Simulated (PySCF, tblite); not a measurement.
**C₅H₇NO₂Si: geometry, infrared bands and NMR shifts**

Aim: predict the infrared bands and NMR shifts of C₅H₇NO₂Si (`C=C[C@@H](C=O)O[SiH2]C#N`).

Programs: tblite 0.8.0 and PySCF 2.14.0, with density-fitted response routines of our own. Each step states its level of theory. These are calculated values for one molecule in the gas phase, unless marked as measured. Atoms are numbered from 0 throughout.

**1. Starting geometry**

16 atoms, charge 0, multiplicity 1; geometry from: force field or distance geometry start.

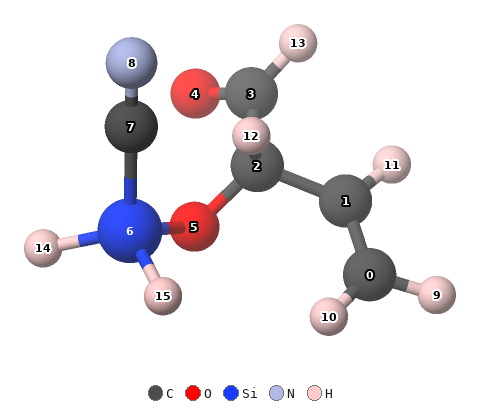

As it starts; carbon dark grey, oxygen red, silicon blue, nitrogen light blue, hydrogen pink, atoms numbered.

**2. Geometry optimisation with GFN2-xTB**

Job settings and geometry (Å):

```
{"job": {"kind": "relax", "xc": "GFN2-xTB", "basis": "xTB"}, "charge": 0, "multiplicity": 1}
C     -2.087500    -0.343600    -1.126700
C     -1.605500     0.434600    -0.175000
C     -0.222500     0.317000     0.377600
C     -0.200300     1.131300     1.640900
O      0.125000     0.620600     2.720700
O      0.146900    -1.002800     0.620800
Si     1.584000    -1.324400    -0.277500
C      2.518000     0.237700    -0.514900
N      3.107800     1.190900    -0.680700
H     -3.137700    -0.172400    -1.448600
H     -1.538100    -1.134700    -1.612100
H     -2.256200     1.188300     0.249200
H      0.458700     0.816300    -0.311000
H     -0.481200     2.172300     1.548500
H      2.392300    -2.244200     0.522800
H      1.188600    -1.878000    -1.545500
```

Started as:

```bash
$ OMP_NUM_THREADS=1 python probes_run.py task.json out
```

The driver reads the jobs from task.json and runs them one after another.

The program printed:

```text
step      E/eV     max force
  0    -733.82771    3.886
  1    -733.99137    5.036
  2    -734.17266    2.272
  3    -734.16542    2.637
  4    -734.22727    0.545
  5    -734.25267    0.537
  6    -734.29754    1.072
  7    -734.32513    0.653
  8    -734.33974    0.312
  9    -734.35100    0.525
 10    -734.36172    0.637
 11    -734.37119    0.378
 12    -734.37960    0.315
 13    -734.38896    0.310
 14    -734.39992    0.443
 15    -734.40900    0.389
 16    -734.41565    0.269
 17    -734.42158    0.184
 18    -734.42781    0.260
 19    -734.43512    0.341
 20    -734.44278    0.278
 21    -734.44889    0.178
 22    -734.45265    0.151
 23    -734.45526    0.159
 24    -734.45810    0.136
 25    -734.46166    0.177
 26    -734.46580    0.218
 27    -734.46950    0.217
 28    -734.47213    0.148
 29    -734.47406    0.128
 30    -734.47630    0.126
 31    -734.47939    0.183
 32    -734.48271    0.167
 33    -734.48522    0.133
 34    -734.48709    0.107
 35    -734.48920    0.150
 36    -734.49167    0.207
 37    -734.49420    0.177
 38    -734.49664    0.155
 39    -734.49912    0.158
 40    -734.50233    0.212
 41    -734.50678    0.214
 42    -734.51137    0.479
 43    -734.51453    0.348
 44    -734.51719    0.180
 45    -734.52282    0.429
 46    -734.52612    0.478
 47    -734.53101    0.175
 48    -734.53391    0.281
 49    -734.53821    0.280
 50    -734.54321    0.255
 51    -734.55071    0.297
 52    -734.55535    0.306
 53    -734.56588    0.378
 54    -734.57175    0.261
 55    -734.57710    0.441
 56    -734.58704    0.441
 57    -734.59645    0.437
 58    -734.60454    0.296
 59    -734.61015    0.198
 60    -734.61494    0.159
 61    -734.61863    0.162
 62    -734.62278    0.165
 63    -734.62640    0.145
 64    -734.62961    0.127
 65    -734.63172    0.124
 66    -734.63386    0.116
 67    -734.63653    0.118
 68    -734.63990    0.141
 69    -734.64295    0.142
 70    -734.64507    0.108
 71    -734.64667    0.124
 72    -734.64814    0.096
 73    -734.64986    0.174
 74    -734.65138    0.116
 75    -734.65279    0.165
 76    -734.65406    0.084
 77    -734.65552    0.150
 78    -734.65656    0.201
 79    -734.65740    0.187
 80    -734.65810    0.127
 81    -734.65883    0.081
 82    -734.65958    0.078
 83    -734.66028    0.084
 84    -734.66082    0.087
 85    -734.66119    0.071
 86    -734.66149    0.058
 87    -734.66176    0.097
 88    -734.66202    0.059
 89    -734.66232    0.049
 90    -734.66270    0.051
 91    -734.66307    0.056
 92    -734.66341    0.056
 93    -734.66365    0.054
 94    -734.66387    0.046
 95    -734.66414    0.058
 96    -734.66449    0.066
 97    -734.66483    0.044
 98    -734.66508    0.036
 99    -734.66529    0.030
100    -734.66554    0.050
101    -734.66587    0.057
102    -734.66630    0.053
103    -734.66685    0.066
104    -734.66762    0.077
105    -734.66872    0.091
106    -734.67019    0.123
107    -734.67177    0.101
108    -734.67322    0.094
109    -734.67447    0.088
110    -734.67585    0.128
111    -734.67776    0.181
112    -734.68093    0.312
113    -734.67585    0.855
114    -734.68705    0.170
115    -734.68995    0.412
116    -734.69547    0.286
117    -734.69771    0.114
118    -734.69981    0.120
119    -734.70164    0.124
120    -734.70324    0.138
121    -734.70505    0.086
122    -734.70694    0.124
123    -734.70844    0.139
124    -734.70996    0.152
125    -734.71153    0.143
126    -734.71287    0.134
127    -734.71396    0.122
128    -734.71487    0.097
129    -734.71577    0.074
130    -734.71665    0.140
131    -734.71730    0.146
132    -734.71820    0.122
133    -734.71920    0.136
134    -734.72011    0.124
135    -734.72086    0.121
136    -734.72161    0.152
137    -734.72259    0.135
138    -734.72395    0.173
139    -734.72595    0.224
140    -734.72886    0.232
141    -734.73284    0.243
142    -734.73752    0.285
143    -734.74070    0.443
144    -734.74381    0.242
145    -734.74560    0.659
146    -734.74836    0.234
147    -734.75071    0.108
148    -734.75383    0.175
149    -734.75643    0.164
150    -734.75850    0.300
151    -734.76109    0.156
152    -734.76325    0.244
153    -734.76614    0.270
154    -734.76989    0.173
155    -734.77315    0.321
156    -734.77664    0.119
157    -734.77737    0.528
158    -734.77835    0.086
159    -734.77886    0.110
160    -734.77932    0.170
161    -734.77966    0.167
162    -734.78019    0.210
163    -734.78063    0.121
164    -734.78105    0.082
165    -734.78182    0.063
166    -734.78257    0.077
167    -734.78292    0.141
168    -734.78310    0.061
169    -734.78326    0.044
170    -734.78332    0.053
171    -734.78337    0.052
172    -734.78343    0.028
173    -734.78345    0.038
174    -734.78348    0.028
175    -734.78351    0.021
176    -734.78354    0.016
177    -734.78355    0.010
178    -734.78356    0.005
```

Wall time 2.3 s (1 thread of Arm Neoverse N1, shared host); peak memory 0.18 GiB.

Step by step: (not every step is listed) (the energy doesn't fall at every step)

| step | energy from step 0 (eV) | largest force (eV/Å) |
| --- | --- | --- |
| 0 | 0.0000 | 3.8855 |
| 1 | -0.1637 | 5.0361 |
| 2 | -0.3449 | 2.2716 |
| 3 | -0.3377 | 2.6369 |
| 4 | -0.3996 | 0.5447 |
| 5 | -0.4250 | 0.5373 |
| 6 | -0.4698 | 1.0718 |
| 7 | -0.4974 | 0.6532 |
| 8 | -0.5120 | 0.3124 |
| 24 | -0.6304 | 0.1365 |
| 40 | -0.6746 | 0.2118 |
| 56 | -0.7593 | 0.4409 |
| 72 | -0.8204 | 0.0955 |
| 88 | -0.8343 | 0.0592 |
| 104 | -0.8399 | 0.0773 |
| 120 | -0.8755 | 0.1375 |
| 136 | -0.8939 | 0.1522 |
| 152 | -0.9355 | 0.2437 |
| 168 | -0.9554 | 0.0613 |
| 173 | -0.9557 | 0.0385 |
| 174 | -0.9558 | 0.0281 |
| 175 | -0.9558 | 0.0207 |
| 176 | -0.9558 | 0.0160 |
| 177 | -0.9558 | 0.0099 |
| 178 | -0.9558 | 0.0049 |

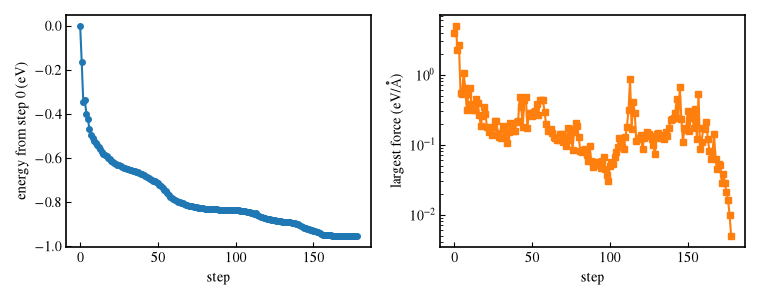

Energy and force, step by step.

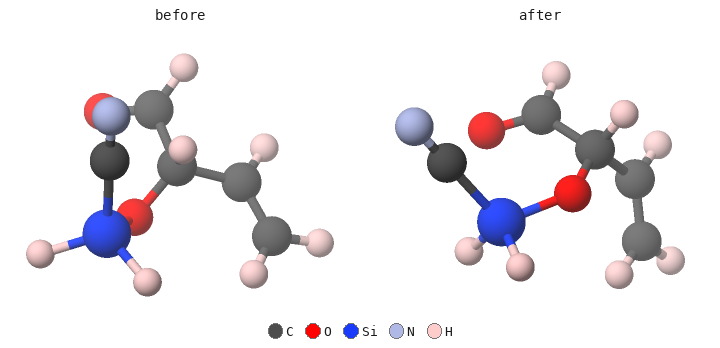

The geometry before (left) and after (right).

Close pairs (by a distance rule), those that changed most:

| bond | before (Å) | after (Å) | change (Å) |
| --- | --- | --- | --- |
| O5–Si6 | 1.725 | 1.629 | -0.096 |
| C3–O4 | 1.238 | 1.196 | -0.042 |
| Si6–C7 | 1.835 | 1.872 | +0.037 |
| C0–H9 | 1.112 | 1.076 | -0.036 |
| Si6–H15 | 1.439 | 1.462 | +0.023 |
| C1–C2 | 1.494 | 1.516 | +0.022 |
| C3–H13 | 1.082 | 1.101 | +0.019 |
| C2–O5 | 1.392 | 1.376 | -0.016 |

The final coordinates are the input of the step that follows.

**3. Vibrational analysis with GFN2-xTB**

Job settings and geometry (Å):

```
{"job": {"kind": "ir", "xc": "GFN2-xTB", "basis": "xTB"}, "charge": 0, "multiplicity": 1}
C     -2.304229    -0.682214    -0.576506
C     -1.856449     0.486128    -0.162174
C     -0.397786     0.894281    -0.226967
C      0.048915     1.062060     1.205754
O      0.874882     0.357306     1.708206
O      0.386473    -0.008626    -0.906794
Si     1.507224    -1.068905    -0.383559
C      3.094190    -0.236770     0.158033
N      4.069514     0.281289     0.461157
H     -3.347556    -0.938554    -0.519855
H     -1.640763    -1.415017    -1.003508
H     -2.509465     1.236204     0.260728
H     -0.329239     1.873724    -0.729168
H     -0.469284     1.857915     1.763672
H      1.093449    -2.028873     0.632835
H      1.772525    -1.661004    -1.693265
```

The program printed:

```text
mode    cm-1     km/mol
  1      38.4      1.43
  2      54.4      2.94
  3      89.1      1.24
  4     112.1      4.25
  5     167.2      5.11
  6     171.2     46.76
  7     259.9     10.16
  8     292.1      1.21
  9     318.2      0.72
 10     345.6      0.52
 11     390.2      9.12
 12     537.5     26.61
 13     553.6     61.27
 14     588.0     11.72
 15     604.7      3.86
 16     636.8     66.31
 17     722.4     48.75
 18     761.4     27.63
 19     785.1    295.41
 20     810.4    213.45
 21     866.2     35.88
 22     896.7     14.66
 23     953.5      2.44
 24     974.9     10.16
 25    1018.3     21.49
 26    1033.3     75.80
 27    1149.2     19.74
 28    1201.4    109.06
 29    1266.4     11.62
 30    1273.6      3.60
 31    1323.7     20.12
 32    1387.1      0.32
 33    1704.2     15.84
 34    1785.0    266.97
 35    2273.9    392.93
 36    2297.9    148.13
 37    2364.1     19.11
 38    2827.0     64.96
 39    2835.2     47.45
 40    3071.1     27.94
 41    3112.9      5.06
 42    3142.7     25.09
```

Wall time 0.99 s (1 thread of Arm Neoverse N1, shared host); peak memory 0.18 GiB.

Which atoms move in the most intense modes:

| cm⁻¹ | km/mol | atoms |
| --- | --- | --- |
| 637 | 66.3 | H14 29 %, H15 26 %, Si6 19 % |
| 785 | 295.4 | H14 34 %, H15 30 %, Si6 18 % |
| 810 | 213.4 | H15 46 %, H14 37 %, Si6 11 % |
| 1033 | 75.8 | H11 23 %, C1 18 %, H10 16 %, O5 13 % |
| 1201 | 109.1 | O5 39 %, C2 38 % |
| 1785 | 267.0 | C3 58 %, O4 40 % |
| 2274 | 392.9 | H15 71 %, H14 25 % |
| 2298 | 148.1 | H14 72 %, H15 26 % |

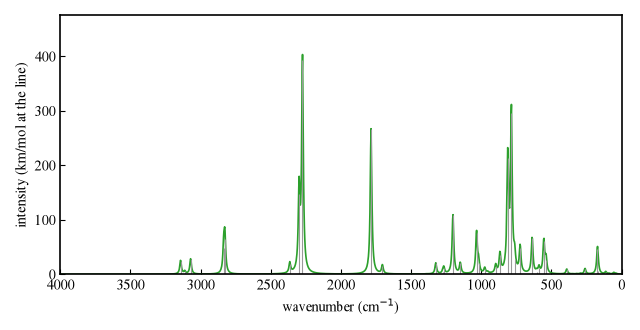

The infrared spectrum from these modes, unscaled. Lines are broadened to a width of 14 cm⁻¹ (Lorentzian).

**4. Nuclear shieldings: PBE0/pcSseg-1**

Settings changed since step 3:

```diff
@@ -1,2 +1,2 @@
-{"job": {"kind": "ir", "xc": "GFN2-xTB", "basis": "xTB"}, "charge": 0, "multiplicity": 1}
+{"job": {"kind": "nmr", "xc": "PBE0", "basis": "pcSseg-1"}, "charge": 0, "multiplicity": 1}
 C     -2.304229    -0.682214    -0.576506
```

With the program's defaults for keys left out, this is: GIAO PBE0/pcSseg-1 NMR shielding, non-relativistic, gas phase.

The program printed:

```text
coarse grid: 14632 points
cycle   1  E = -688.5126839897  dE =  1.402e+00  |g| = 9.917e-01  |ddm| = 3.722e+00
cycle   2  E = -687.9859722253  dE =  5.267e-01  |g| = 1.928e+00  |ddm| = 2.118e+00
cycle   3  E = -688.6963727977  dE = -7.104e-01  |g| = 2.090e-01  |ddm| = 1.517e+00
cycle   4  E = -688.7036976512  dE = -7.325e-03  |g| = 1.000e-01  |ddm| = 2.099e-01
cycle   5  E = -688.7054099366  dE = -1.712e-03  |g| = 2.768e-02  |ddm| = 8.569e-02
cycle   6  E = -688.7055541809  dE = -1.442e-04  |g| = 1.036e-02  |ddm| = 2.626e-02
cycle   7  E = -688.7055730208  dE = -1.884e-05  |g| = 4.539e-03  |ddm| = 7.559e-03
cycle   8  E = -688.7055771583  dE = -4.138e-06  |g| = 6.688e-04  |ddm| = 3.047e-03
final grid: 138984 points
cycle   9  E = -688.7792687041  dE = -1.525e-05  |g| = 1.324e-02  |ddm| = 2.522e-02
cycle  10  E = -688.7791969181  dE =  7.179e-05  |g| = 2.387e-02  |ddm| = 2.343e-02
cycle  11  E = -688.7792998678  dE = -1.029e-04  |g| = 2.864e-03  |ddm| = 1.623e-02
cycle  12  E = -688.7793015182  dE = -1.650e-06  |g| = 5.210e-04  |ddm| = 2.159e-03
cycle  13  E = -688.7793015624  dE = -4.423e-08  |g| = 2.034e-04  |ddm| = 4.722e-04
cycle  14  E = -688.7793015690  dE = -6.622e-09  |g| = 1.069e-04  |ddm| = 1.651e-04
cycle  15  E = -688.7793015714  dE = -2.388e-09  |g| = 2.083e-05  |ddm| = 7.762e-05
cycle  16  E = -688.7793015715  dE = -9.163e-11  |g| = 4.378e-06  |ddm| = 2.091e-05
converged SCF energy = -688.7793015715

GIAO shielding tensors (ppm)
atom      isotropic    diamagn.    paramagn.     s11        s22        s33       span
  0 C       61.421     253.812    -192.391    -58.186     61.972    180.476    238.662
  1 C       51.764     260.953    -209.189    -62.867     66.025    152.134    215.001
  2 C      103.432     245.362    -141.930     77.632    104.909    127.755     50.122
  3 C      -17.455     254.632    -272.087   -112.325    -31.496     91.455    203.780
  4 O     -280.336     403.206    -683.542   -807.020   -413.709    379.720   1186.740
  5 O      312.324     399.414     -87.090    263.541    321.118    352.312     88.771
  6 Si     410.313     879.067    -468.753    354.534    407.077    469.329    114.795
  7 C       60.459     263.184    -202.726    -55.693    -50.980    288.049    343.742
  8 N      -86.747     338.020    -424.767   -284.131   -262.262    286.153    570.284
  9 H       25.792      28.025      -2.233     23.285     25.006     29.086      5.801
 10 H       25.714      32.147      -6.434     22.501     24.207     30.433      7.932
 11 H       25.527      31.054      -5.527     24.146     25.116     27.318      3.172
 12 H       26.422      30.379      -3.957     21.085     26.538     31.643     10.558
 13 H       21.951      29.834      -7.884     20.392     21.284     24.176      3.784
 14 H       26.301      29.584      -3.283     23.601     24.457     30.845      7.245
 15 H       26.680      28.441      -1.761     22.676     25.437     31.927      9.251
```

Wall time 64 s (1 thread of Arm Neoverse N1, shared host); peak memory 0.85 GiB.

Shifts follow as δ = σ(reference) − σ, with reference shieldings (ppm) from runs at the same level and on the same kind of geometry: ¹H TMS 31.72, ¹³C TMS 186.9, ²⁹Si TMS 349.2, ¹⁵N NH3 267.7, ¹⁷O H2O 336.1. The references are single molecules in the gas phase, so shifts against H2O, NH3, PH3, H3PO4 or CFCl3 are not on the usual liquid scales and can be off by tens of ppm.

| atoms | environment | σ (ppm) | δ (ppm) | δ scaled to CDCl3 |
| --- | --- | --- | --- | --- |
| C3 | aldehyde carbonyl carbon | -17.5 | 204.4 | 197.6 |
| C1 | alkene CH | 51.8 | 135.2 | 130.0 |
| C7 | nitrile carbon | 60.5 | 126.5 | 121.5 |
| C0 | terminal =CH2 carbon | 61.4 | 125.5 | 120.6 |
| C2 | sp3 CH bonded to O, α to a carbonyl | 103.4 | 83.5 | 79.6 |
| H13 | hydrogen on an aldehyde carbonyl carbon | 21.95 | 9.77 | 9.31 |
| H11 | hydrogen on an alkene CH | 25.53 | 6.19 | 5.94 |
| H10 | hydrogen on a terminal =CH2 carbon | 25.71 | 6.00 | 5.77 |
| H9 | hydrogen on a terminal =CH2 carbon | 25.79 | 5.92 | 5.69 |
| H14 | hydrogen on a silicon bonded to C, O | 26.30 | 5.42 | – |
| H12 | hydrogen on an sp3 CH bonded to O, α to a carbonyl | 26.42 | 5.29 | 5.10 |
| H15 | hydrogen on a silicon bonded to C, O | 26.68 | 5.04 | – |
| O4 | aldehyde oxygen | -280.3 | 616.4 | – |
| O5 | oxygen bonded to C, Si | 312.3 | 23.8 | – |
| Si6 | silicon bonded to C, O, 2 H | 410.3 | -61.2 | – |
| N8 | nitrile nitrogen | -86.7 | 354.5 | – |

The scaled column applies a straight-line fit of computed shieldings to shifts measured in CDCl3 (root-mean-square error 0.16 ppm for H, 1.9 ppm for C).

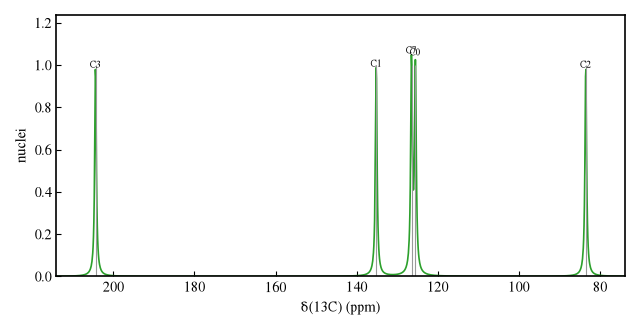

¹³C lines at the computed shifts, without couplings. Lines are broadened to a width of 0.48 ppm (Lorentzian).

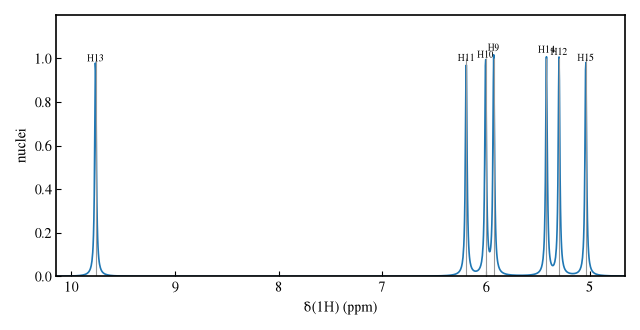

¹H lines at the computed shifts, without couplings. Lines are broadened to a width of 0.02 ppm (Lorentzian).

The run also stored atomic charges by several schemes (e):

| atoms | Mulliken | IAO | Hirshfeld | ESP fit |
| --- | --- | --- | --- | --- |
| C0 | -0.11 | -0.29 | -0.09 | -0.41 |
| C1 | -0.28 | -0.16 | -0.05 | -0.17 |
| C2 | 0.13 | 0.04 | 0.05 | 0.24 |
| C3 | 0.28 | 0.26 | 0.15 | 0.42 |
| O4 | -0.36 | -0.35 | -0.15 | -0.39 |
| O5 | -0.63 | -0.61 | -0.20 | -0.37 |
| Si6 | 0.88 | 0.99 | 0.41 | 0.37 |
| C7 | -0.20 | -0.17 | -0.04 | 0.25 |
| N8 | -0.21 | -0.20 | -0.21 | -0.42 |

Mulliken charges:

C0 -0.11; C1 -0.28; C2 0.13; C3 0.28; O4 -0.36; O5 -0.63; Si6 0.88; C7 -0.20; N8 -0.21; H9 0.13; H10 0.14; H11 0.12; H12 0.16; H13 0.11; H14 -0.07; H15 -0.11

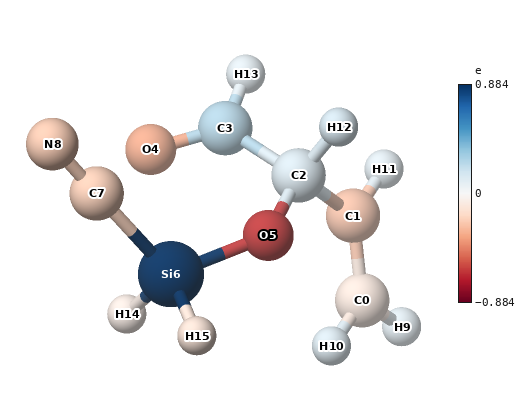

Mulliken charges, as colours on the atoms.

Mayer bond orders: C0–C1 2.00, C1–C2 0.97, C2–C3 0.96, C3–O4 1.94, C2–O5 0.91, O5–Si6 0.93, Si6–C7 0.80, C7–N8 2.94.

**5. What came out**

| quantity | value |
| --- | --- |
| strongest single infrared mode (GFN2-xTB) | 2274 cm⁻¹, 393 km/mol |
| zero-point energy (GFN2-xTB) | 67.2 kcal/mol |
| ¹³C shifts against TMS (PBE0/pcSseg-1) | 204.4, 135.2, 126.5, 125.5, 83.5 ppm |
| ¹H shifts against TMS (PBE0/pcSseg-1) | 9.77, 6.19, 6.00, 5.92, 5.42, 5.29, 5.04 ppm |
| ¹⁷O shifts against H2O (PBE0/pcSseg-1) | 616.4, 23.8 ppm |
| ²⁹Si shifts against TMS (PBE0/pcSseg-1) | -61.2 ppm |
| ¹⁵N shifts against NH3 (PBE0/pcSseg-1) | 354.5 ppm |

What this shows: Relaxing lowered the energy by 0.956 eV in 178 steps; the close pair that moved most is O5–Si6, from 1.725 to 1.629 Å. No mode is imaginary among the 42: a minimum at this level. The strongest single mode, at 2274 cm⁻¹, moves mainly H15. GFN2-xTB is a fitted tight-binding method: band positions and strengths are rough. Its intensities can rank the bands wrongly. C3 (aldehyde carbonyl carbon) lies farthest downfield among carbon, at 204.4 ppm; low-lying n→π* states of the double bond to the heteroatom give a large paramagnetic term (-272 ppm). H13 (hydrogen on an aldehyde carbonyl carbon) lies farthest downfield among hydrogen, at 9.77 ppm; deshielded by the polar, anisotropic C=O bond. At PBE0/pcSseg-1: Shielding is most anisotropic at O4 (span 1187 ppm, paramagnetic term -684 ppm).
